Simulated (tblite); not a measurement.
## Run report: C$_{3}$H$_{13}$BSSi$_{2}$, geometry relaxation (part 3 of 4)

C$_{3}$H$_{13}$BSSi$_{2}$; GFN2-xTB geometry optimisation, gas phase (tblite 0.8.0). It belongs to a series of runs on one base structure; here: SiH2 inserted into a C-Si bond.

Geometry of the input (Å):
```
C  -2.2642  -1.5017  -0.8412
B  -1.4415  -0.1793  -0.5051
C  -2.2465  1.1803  -0.5664
C  -0.2882  -0.3861  0.5645
Si 1.1036  0.8161  0.4228
Si 2.9693  -0.4083  0.2145
S  4.4082  0.4842  -1.0838
H  -3.1376  -1.2944  -1.4720
H  -1.5528  -2.1860  -1.3488
H  -2.6198  -1.9245  0.1384
H  -2.2641  1.6719  0.4329
H  -1.8047  1.9099  -1.2581
H  -3.2956  0.9758  -0.8870
H  -0.7179  -0.2969  1.5783
H  0.1050  -1.4290  0.5093
H  0.9899  1.7025  -0.7326
H  1.1622  1.5701  1.6959
H  2.5751  -1.7186  -0.3542
H  3.4892  -0.6685  1.5613
H  4.8253  1.6932  -0.4816
```

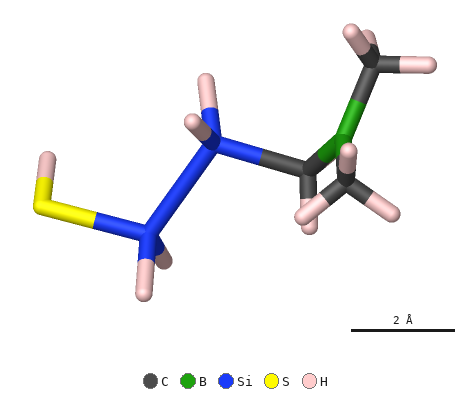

**Figure 1.** The geometry at step 151 of the log (stick view, seen at a tilt).

Trajectory as extended XYZ, continued:
```
20
Properties=species:S:1:pos:R:3:forces:R:3 step=117 energy=-571.17650
C    -1.9374   -1.3281   -1.1050    0.0070   0.0150   0.0050
B    -1.6188   -0.1377   -0.1160   -0.0100   0.0180  -0.0050
C    -2.5355    1.1476   -0.1245   -0.0120   0.0000   0.0060
C    -0.3828   -0.2235    0.8334   -0.0080   0.0010  -0.0170
Si    1.0789    0.6815   -0.0132    0.0070   0.0230  -0.0070
Si    2.9607   -0.6439    0.2343    0.0300  -0.0120   0.0130
S     4.6760    0.3412   -0.6364   -0.0020   0.0180  -0.0120
H    -2.4765   -1.0143   -1.9962   -0.0100  -0.0200   0.0000
H    -1.0499   -1.8724   -1.4223    0.0200   0.0060   0.0060
H    -2.5730   -2.0553   -0.5976   -0.0040   0.0090  -0.0050
H    -2.1922    1.9385    0.5386   -0.0050   0.0030   0.0050
H    -2.6170    1.5683   -1.1264    0.0070  -0.0070   0.0130
H    -3.5543    0.8937    0.1707    0.0230   0.0060  -0.0020
H    -0.5458    0.2754    1.7877   -0.0130  -0.0070   0.0050
H    -0.0836   -1.2495    1.0510    0.0180   0.0080  -0.0130
H     0.8040    0.9829   -1.4285   -0.0050  -0.0280   0.0100
H     1.2523    2.0087    0.6135   -0.0180  -0.0190  -0.0070
H     2.9838   -1.9029   -0.5066    0.0020   0.0030   0.0100
H     3.3665   -0.9612    1.6091   -0.0170   0.0130  -0.0220
H     4.4393    1.5616   -0.1783   -0.0090  -0.0290   0.0150
20
Properties=species:S:1:pos:R:3:forces:R:3 step=123 energy=-571.18004
C    -1.9375   -1.3027   -1.1178   -0.0250  -0.0170   0.0030
B    -1.6245   -0.1264   -0.1100   -0.0080  -0.0110  -0.0220
C    -2.5733    1.1345   -0.0880    0.0030   0.0050  -0.0130
C    -0.3715   -0.2086    0.8160    0.0090   0.0070  -0.0010
Si    1.0847    0.6733   -0.0640   -0.0270  -0.0340  -0.0290
Si    2.9742   -0.6359    0.2344   -0.0280   0.0110   0.0030
S     4.6918    0.3291   -0.6511    0.0080   0.0130  -0.0030
H    -2.4894   -0.9770   -1.9976    0.0260  -0.0190  -0.0010
H    -1.0472   -1.8339   -1.4513   -0.0130   0.0130   0.0090
H    -2.5682   -2.0429   -0.6215    0.0320   0.0120  -0.0010
H    -2.2420    1.9271    0.5802   -0.0370  -0.0130  -0.0160
H    -2.6802    1.5602   -1.0861    0.0220   0.0140   0.0400
H    -3.5811    0.8453    0.2123    0.0320   0.0270   0.0260
H    -0.5120    0.3009    1.7685   -0.0130  -0.0360   0.0100
H    -0.0679   -1.2338    1.0331   -0.0210   0.0140   0.0020
H     0.7878    0.8957   -1.4888    0.0250   0.0050   0.0040
H     1.2361    2.0215    0.5153    0.0010   0.0190  -0.0170
H     3.0084   -1.9206   -0.4583    0.0050   0.0020  -0.0070
H     3.3639   -0.9004    1.6226    0.0060   0.0020   0.0140
H     4.5428    1.5051   -0.0607    0.0010  -0.0120   0.0000
20
Properties=species:S:1:pos:R:3:forces:R:3 step=128 energy=-571.18197
C    -1.9209   -1.2874   -1.1309    0.0160   0.0040   0.0000
B    -1.6286   -0.1183   -0.1083   -0.0060   0.0110   0.0120
C    -2.5930    1.1300   -0.0599   -0.0080   0.0200  -0.0130
C    -0.3717   -0.1933    0.8133   -0.0110  -0.0110   0.0090
Si    1.0803    0.6587   -0.0998    0.0080   0.0180   0.0140
Si    2.9710   -0.6385    0.2366    0.0010  -0.0100   0.0030
S     4.6967    0.3259   -0.6382   -0.0260   0.0070   0.0290
H    -2.4570   -0.9632   -2.0203   -0.0100   0.0080   0.0080
H    -1.0208   -1.8069   -1.4542    0.0180  -0.0070   0.0100
H    -2.5503   -2.0372   -0.6504   -0.0050  -0.0070   0.0090
H    -2.2573    1.9294    0.5967    0.0210  -0.0060   0.0100
H    -2.7330    1.5552   -1.0534   -0.0180   0.0030   0.0200
H    -3.5856    0.8319    0.2793    0.0140  -0.0010  -0.0220
H    -0.5016    0.3260    1.7621   -0.0110  -0.0040  -0.0060
H    -0.0728   -1.2158    1.0444   -0.0080  -0.0280  -0.0160
H     0.7935    0.8246   -1.5333    0.0040   0.0150  -0.0080
H     1.2296    2.0287    0.4335   -0.0070  -0.0200  -0.0380
H     3.0158   -1.9282   -0.4468    0.0060   0.0040  -0.0060
H     3.3470   -0.8960    1.6307    0.0060   0.0100  -0.0010
H     4.5536    1.4851   -0.0138    0.0170  -0.0040  -0.0130
20
Properties=species:S:1:pos:R:3:forces:R:3 step=134 energy=-571.18348
C    -1.9129   -1.2747   -1.1368   -0.0070   0.0070   0.0020
B    -1.6328   -0.1082   -0.1084    0.0070  -0.0020  -0.0050
C    -2.6104    1.1289   -0.0402    0.0130  -0.0120   0.0100
C    -0.3709   -0.1880    0.8047   -0.0080  -0.0070  -0.0090
Si    1.0779    0.6487   -0.1289   -0.0050   0.0020  -0.0030
Si    2.9682   -0.6382    0.2422    0.0080   0.0000   0.0080
S     4.6951    0.3232   -0.6309    0.0120   0.0000   0.0010
H    -2.4507   -0.9497   -2.0247   -0.0030  -0.0060  -0.0040
H    -1.0072   -1.7863   -1.4587   -0.0060   0.0050   0.0060
H    -2.5382   -2.0303   -0.6593    0.0000  -0.0060  -0.0020
H    -2.2742    1.9244    0.6209    0.0050   0.0000  -0.0010
H    -2.7767    1.5619   -1.0251    0.0040   0.0130  -0.0090
H    -3.5919    0.8104    0.3106   -0.0090   0.0030   0.0060
H    -0.4919    0.3320    1.7540    0.0120  -0.0030   0.0030
H    -0.0768   -1.2138    1.0300   -0.0100  -0.0030  -0.0030
H     0.8003    0.7820   -1.5681   -0.0080  -0.0090  -0.0050
H     1.2204    2.0348    0.3551   -0.0060   0.0100   0.0040
H     3.0240   -1.9351   -0.4270    0.0050   0.0070  -0.0010
H     3.3443   -0.8726    1.6399   -0.0040   0.0010   0.0050
H     4.5989    1.4615    0.0378   -0.0010   0.0000  -0.0040
20
Properties=species:S:1:pos:R:3:forces:R:3 step=139 energy=-571.18383
C    -1.9213   -1.2726   -1.1376    0.0020  -0.0160  -0.0060
B    -1.6347   -0.1074   -0.1109   -0.0120  -0.0050   0.0060
C    -2.6126    1.1273   -0.0363   -0.0090   0.0190   0.0010
C    -0.3707   -0.1904    0.7981    0.0130  -0.0010   0.0010
Si    1.0772    0.6489   -0.1357    0.0080  -0.0100   0.0030
Si    2.9724   -0.6322    0.2462   -0.0050   0.0220  -0.0080
S     4.6995    0.3228   -0.6350    0.0090  -0.0060   0.0020
H    -2.4651   -0.9506   -2.0231   -0.0010  -0.0010   0.0030
H    -1.0157   -1.7813   -1.4634    0.0040  -0.0050  -0.0110
H    -2.5402   -2.0314   -0.6566   -0.0040   0.0010   0.0010
H    -2.2795    1.9176    0.6321    0.0070   0.0100   0.0090
H    -2.7763    1.5694   -1.0177    0.0090   0.0070  -0.0090
H    -3.5955    0.8058    0.3075   -0.0090   0.0010   0.0090
H    -0.4850    0.3270    1.7497   -0.0040  -0.0010   0.0000
H    -0.0800   -1.2176    1.0203    0.0070  -0.0070  -0.0080
H     0.7981    0.7722   -1.5757   -0.0010  -0.0070  -0.0020
H     1.2133    2.0389    0.3422   -0.0080  -0.0100  -0.0020
H     3.0325   -1.9311   -0.4185   -0.0010   0.0020   0.0080
H     3.3494   -0.8537    1.6458   -0.0040  -0.0040   0.0010
H     4.6289    1.4491    0.0559   -0.0030   0.0090   0.0000
20
Properties=species:S:1:pos:R:3:forces:R:3 step=145 energy=-571.18458
C    -1.9371   -1.2774   -1.1367   -0.0010   0.0100  -0.0020
B    -1.6428   -0.1114   -0.1110    0.0090  -0.0040   0.0010
C    -2.6074    1.1352   -0.0338    0.0150   0.0010   0.0010
C    -0.3741   -0.2035    0.7923   -0.0100  -0.0050   0.0040
Si    1.0707    0.6388   -0.1424   -0.0020   0.0030   0.0030
Si    2.9811   -0.6124    0.2488    0.0070  -0.0290   0.0050
S     4.7036    0.3370   -0.6474   -0.0010  -0.0060   0.0100
H    -2.4906   -0.9553   -2.0159   -0.0020   0.0040  -0.0040
H    -1.0312   -1.7796   -1.4729   -0.0110  -0.0030  -0.0020
H    -2.5484   -2.0410   -0.6536    0.0070   0.0060   0.0090
H    -2.2706    1.9137    0.6473   -0.0030  -0.0060   0.0050
H    -2.7517    1.5929   -1.0118    0.0000  -0.0170   0.0080
H    -3.5973    0.8200    0.2959   -0.0080   0.0200  -0.0050
H    -0.4823    0.3105    1.7469   -0.0030  -0.0130  -0.0060
H    -0.0879   -1.2336    1.0081    0.0150   0.0040  -0.0070
H     0.7930    0.7460   -1.5834   -0.0010  -0.0020  -0.0120
H     1.1907    2.0316    0.3288   -0.0070   0.0070  -0.0060
H     3.0486   -1.9192   -0.3994   -0.0040  -0.0040  -0.0020
H     3.3631   -0.8238    1.6486    0.0000   0.0110   0.0000
H     4.6657    1.4420    0.0787    0.0010   0.0230   0.0000
20
Properties=species:S:1:pos:R:3:forces:R:3 step=151 energy=-571.18562
C    -1.9636   -1.2862   -1.1298   -0.0030   0.0040   0.0000
B    -1.6495   -0.1201   -0.1105   -0.0010   0.0070  -0.0050
C    -2.5859    1.1494   -0.0432    0.0020  -0.0160   0.0070
C    -0.3802   -0.2334    0.7895    0.0040   0.0050  -0.0120
Si    1.0606    0.6300   -0.1324    0.0120   0.0180  -0.0090
Si    2.9909   -0.5975    0.2529   -0.0110   0.0110   0.0010
S     4.6994    0.3610   -0.6625    0.0000  -0.0080  -0.0010
H    -2.5347   -0.9714   -2.0001   -0.0090   0.0130   0.0030
H    -1.0639   -1.7890   -1.4811   -0.0020  -0.0010  -0.0030
H    -2.5610   -2.0489   -0.6287   -0.0060  -0.0030   0.0030
H    -2.2506    1.9115    0.6564    0.0120   0.0000   0.0030
H    -2.6838    1.6192   -1.0212    0.0130  -0.0060   0.0000
H    -3.5971    0.8652    0.2477    0.0000  -0.0080  -0.0010
H    -0.4874    0.2591    1.7548    0.0060  -0.0010   0.0050
H    -0.0896   -1.2668    0.9810   -0.0010  -0.0060   0.0030
H     0.7837    0.7413   -1.5745    0.0070  -0.0050   0.0030
H     1.1600    2.0229    0.3457   -0.0040  -0.0070  -0.0090
H     3.0656   -1.9072   -0.3883    0.0000  -0.0050   0.0070
H     3.3908   -0.7839    1.6508   -0.0060  -0.0050   0.0030
H     4.6911    1.4554    0.0806   -0.0130   0.0130   0.0040
20
Properties=species:S:1:pos:R:3:forces:R:3 step=156 energy=-571.18632
C    -1.9659   -1.2767   -1.1359   -0.0140  -0.0020   0.0130
B    -1.6528   -0.1181   -0.1081    0.0070  -0.0150   0.0160
C    -2.5905    1.1483   -0.0231    0.0060   0.0150  -0.0120
C    -0.3762   -0.2373    0.7800    0.0160  -0.0060   0.0120
Si    1.0578    0.6205   -0.1590   -0.0220  -0.0330  -0.0030
Si    2.9910   -0.5884    0.2594    0.0200  -0.0060   0.0110
S     4.7124    0.3623   -0.6416   -0.0030  -0.0040  -0.0030
H    -2.5419   -0.9572   -2.0017    0.0030   0.0010   0.0090
H    -1.0647   -1.7744   -1.4917   -0.0190   0.0080  -0.0110
H    -2.5585   -2.0447   -0.6364   -0.0070   0.0010  -0.0100
H    -2.2456    1.9079    0.6756   -0.0080  -0.0170   0.0020
H    -2.6881    1.6209   -1.0000   -0.0100   0.0050   0.0050
H    -3.6023    0.8686    0.2719    0.0340  -0.0050  -0.0090
H    -0.4694    0.2523    1.7491    0.0040  -0.0020  -0.0170
H    -0.0895   -1.2734    0.9663    0.0060   0.0090  -0.0060
H     0.7802    0.6895   -1.6031    0.0100   0.0040  -0.0040
H     1.1349    2.0216    0.2887    0.0080   0.0380  -0.0020
H     3.0775   -1.9046   -0.3689   -0.0010   0.0070   0.0110
H     3.3747   -0.7633    1.6638   -0.0090  -0.0010  -0.0050
H     4.7118    1.4568    0.1021   -0.0230   0.0030   0.0040
20
Properties=species:S:1:pos:R:3:forces:R:3 step=162 energy=-571.18876
C    -2.0060   -1.2762   -1.1279    0.0010  -0.0290  -0.0330
B    -1.6526   -0.1314   -0.1003   -0.0050  -0.0230  -0.0320
C    -2.5550    1.1583   -0.0141    0.0160   0.0160  -0.0020
C    -0.3623   -0.2787    0.7605   -0.0130   0.0090   0.0110
Si    1.0474    0.6083   -0.1833    0.0470   0.0690   0.0300
Si    2.9966   -0.5570    0.2807   -0.0130  -0.0210  -0.0130
S     4.7334    0.3786   -0.6046   -0.0170   0.0420   0.0280
H    -2.6043   -0.9410   -1.9717   -0.0290  -0.0030   0.0010
H    -1.1199   -1.7720   -1.5217   -0.0010  -0.0010   0.0030
H    -2.5842   -2.0502   -0.6217   -0.0180   0.0020  -0.0070
H    -2.2027    1.8907    0.7075   -0.0070   0.0390   0.0080
H    -2.6112    1.6483   -0.9862    0.0110   0.0120   0.0240
H    -3.5822    0.9093    0.2474   -0.0110  -0.0250   0.0070
H    -0.4355    0.1818    1.7444    0.0060   0.0230   0.0120
H    -0.0744   -1.3190    0.9104    0.0280  -0.0210   0.0000
H     0.7912    0.6349   -1.6317   -0.0100   0.0120  -0.0180
H     1.0792    2.0263    0.2370    0.0050  -0.0730  -0.0350
H     3.0935   -1.8842   -0.3217    0.0120   0.0010  -0.0100
H     3.3451   -0.7224    1.6925    0.0220   0.0160   0.0450
H     4.6986    1.5063    0.0917   -0.0250  -0.0440  -0.0200
20
Properties=species:S:1:pos:R:3:forces:R:3 step=167 energy=-571.19282
C    -2.0662   -1.2803   -1.1287   -0.0120   0.0330   0.0070
B    -1.6490   -0.1518   -0.1049    0.0110   0.0270   0.0190
C    -2.5009    1.1717    0.0063    0.0110  -0.0240   0.0310
C    -0.3436   -0.3295    0.7275    0.0000  -0.0100  -0.0350
Si    1.0440    0.5900   -0.2209   -0.0160  -0.0400  -0.0360
Si    3.0035   -0.5229    0.3246    0.0070  -0.0050   0.0230
S     4.7352    0.4151   -0.5652   -0.0040   0.0280   0.0170
H    -2.7077   -0.9260   -1.9322   -0.0040  -0.0050  -0.0110
H    -1.2045   -1.7739   -1.5753   -0.0170  -0.0130   0.0030
H    -2.6256   -2.0556   -0.6038    0.0090  -0.0110  -0.0050
H    -2.1446    1.8667    0.7632   -0.0050  -0.0030   0.0110
H    -2.4976    1.6983   -0.9466   -0.0050   0.0180  -0.0300
H    -3.5458    0.9555    0.2219   -0.0210   0.0010   0.0010
H    -0.3917    0.1084    1.7247   -0.0080  -0.0220  -0.0240
H    -0.0490   -1.3745    0.8390    0.0070   0.0330   0.0210
H     0.8098    0.5530   -1.6768    0.0110   0.0020   0.0380
H     0.9939    2.0193    0.1369    0.0430  -0.0100   0.0050
H     3.1222   -1.8576   -0.2574    0.0150  -0.0100   0.0160
H     3.3418   -0.6491    1.7479   -0.0110   0.0170  -0.0420
H     4.6706    1.5540    0.1071   -0.0100  -0.0070  -0.0090
20
Properties=species:S:1:pos:R:3:forces:R:3 step=173 energy=-571.19581
C    -2.1092   -1.2622   -1.1351   -0.0120  -0.0230  -0.0020
B    -1.6527   -0.1586   -0.1010   -0.0130  -0.0150  -0.0210
C    -2.4889    1.1702    0.0469   -0.0470   0.0180  -0.0140
C    -0.3282   -0.3560    0.6913    0.0270   0.0110   0.0230
Si    1.0453    0.5522   -0.2864   -0.0450   0.0110   0.0220
Si    3.0088   -0.4923    0.3485    0.0500  -0.0340  -0.0140
S     4.7396    0.4486   -0.5403    0.0130   0.0060   0.0080
H    -2.7767   -0.8888   -1.9080   -0.0080   0.0070  -0.0090
H    -1.2660   -1.7472   -1.6231    0.0260   0.0040  -0.0180
H    -2.6478   -2.0572   -0.6180   -0.0140   0.0180   0.0300
H    -2.1389    1.8421    0.8281   -0.0050  -0.0360   0.0010
H    -2.4614    1.7243   -0.8922   -0.0100  -0.0030   0.0160
H    -3.5418    0.9592    0.2347    0.0270   0.0250   0.0010
H    -0.3513    0.0802    1.6899    0.0120   0.0050  -0.0040
H    -0.0288   -1.3995    0.8014   -0.0370   0.0050  -0.0240
H     0.8341    0.4389   -1.7385   -0.0070   0.0010  -0.0120
H     0.9674    1.9952    0.0062    0.0310  -0.0150  -0.0020
H     3.1594   -1.8475   -0.1782    0.0260   0.0020   0.0300
H     3.3204   -0.5478    1.7797    0.0020   0.0010  -0.0080
H     4.7116    1.5571    0.1815   -0.0150   0.0120  -0.0040
20
Properties=species:S:1:pos:R:3:forces:R:3 step=178 energy=-571.19947
C    -2.1652   -1.2450   -1.1434    0.0290   0.0160  -0.0200
B    -1.6583   -0.1687   -0.1026   -0.0390  -0.0270   0.0200
C    -2.4613    1.1761    0.0847    0.0290   0.0280  -0.0150
C    -0.3188   -0.3976    0.6595   -0.0610   0.0120  -0.0070
Si    1.0355    0.4923   -0.3548    0.1150  -0.0420   0.0240
Si    3.0253   -0.4611    0.3649   -0.0180   0.0270  -0.0070
S     4.7473    0.5146   -0.5081   -0.0070  -0.0360  -0.0120
H    -2.8643   -0.8446   -1.8761    0.0220  -0.0320   0.0260
H    -1.3406   -1.7115   -1.6834   -0.0600  -0.0100   0.0300
H    -2.6847   -2.0499   -0.6201    0.0310   0.0260  -0.0260
H    -2.1028    1.7980    0.9019   -0.0020   0.0090   0.0000
H    -2.3847    1.7664   -0.8306   -0.0260  -0.0100   0.0460
H    -3.5241    1.0026    0.2421   -0.0130  -0.0030  -0.0180
H    -0.3106    0.0281    1.6633    0.0150   0.0060  -0.0290
H    -0.0320   -1.4458    0.7506   -0.0330  -0.0120  -0.0200
H     0.8418    0.2811   -1.7976   -0.0120   0.0010  -0.0250
H     0.9363    1.9478   -0.1553    0.0070   0.0100   0.0140
H     3.2432   -1.8390   -0.0657    0.0270  -0.0090  -0.0090
H     3.3002   -0.4260    1.8033    0.0020   0.0020   0.0190
H     4.7126    1.5928    0.2549   -0.0080   0.0440   0.0060
20
Properties=species:S:1:pos:R:3:forces:R:3 step=184 energy=-571.20573
C    -2.2451   -1.2352   -1.1446   -0.0120   0.0090   0.0250
B    -1.6631   -0.1796   -0.1235    0.0170   0.0630  -0.0160
C    -2.4173    1.1856    0.1224   -0.0100  -0.0110   0.0090
C    -0.2969   -0.4498    0.5781   -0.0230  -0.0430  -0.0310
Si    1.0712    0.4352   -0.4230   -0.0450  -0.0020  -0.0140
Si    3.0454   -0.4264    0.4171    0.0410  -0.0080   0.0150
S     4.7770    0.5648   -0.4193   -0.0180   0.0120   0.0390
H    -2.9936   -0.8295   -1.8200   -0.0170   0.0300  -0.0160
H    -1.4802   -1.7210   -1.7465    0.0650   0.0250   0.0090
H    -2.7310   -2.0341   -0.5859   -0.0440  -0.0420   0.0340
H    -2.0559    1.7339    0.9901   -0.0300   0.0110  -0.0080
H    -2.2768    1.8317   -0.7454    0.0050  -0.0160   0.0070
H    -3.4942    1.0598    0.2267    0.0290  -0.0060   0.0090
H    -0.2382   -0.0625    1.5955   -0.0440   0.0150  -0.0050
H    -0.0435   -1.5103    0.6247    0.0180   0.0110  -0.0140
H     0.9020    0.1800   -1.8609    0.0120  -0.0180  -0.0340
H     0.9465    1.8966   -0.2779   -0.0050  -0.0040   0.0250
H     3.3193   -1.8173    0.0689    0.0430  -0.0030  -0.0140
H     3.2332   -0.3145    1.8661    0.0230   0.0040   0.0150
H     4.6362    1.7029    0.2446   -0.0050  -0.0270  -0.0360
```
